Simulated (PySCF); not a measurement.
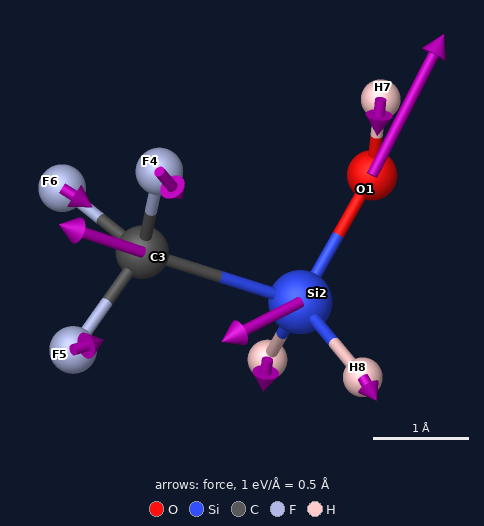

Starting geometry of CH3F3OSi with the computed forces as purple arrows. The picture is a ball-and-stick view, seen at a tilt.

The start comes from GFN2-xTB. Its atoms were then displaced at random by about 0.01 Å.

The calculation used PySCF 2.14.0, density-fitted response routines, PBE0-D3(BJ)/def2-SVP geometry optimisation, gas phase. 

What follows when this structure is relaxed?

Answer. It isn't relaxed: the largest force vector, on the O atom, is 3.35 eV/Å. The final displacements follow the starting forces only in part (cosine between the two patterns 0.34). The largest move after the best rigid fit is that of an H atom, 0.22 Å. By element the largest moves are H 0.22 Å, O 0.13 Å, Si 0.09 Å, C 0.07 Å, F 0.07 Å. Among the contacts that change: O–Si 1.582 → 1.656 Å, H–Si 1.448 → 1.482 Å, C–F 1.378 → 1.347 Å, H–Si 1.462 → 1.491 Å. Among the angles between lasting bonds that change: Si–O–H 126.8° → 117.9°, H–Si–H 120.2° → 112.7°, Si–C–F 114.7° → 111.3°. Groups turn about O–Si by about 20°. Over 10 geometry steps the energy falls by 5.84 kcal/mol. The run took 68 s on 1 thread of Arm Neoverse N1 (shared host).
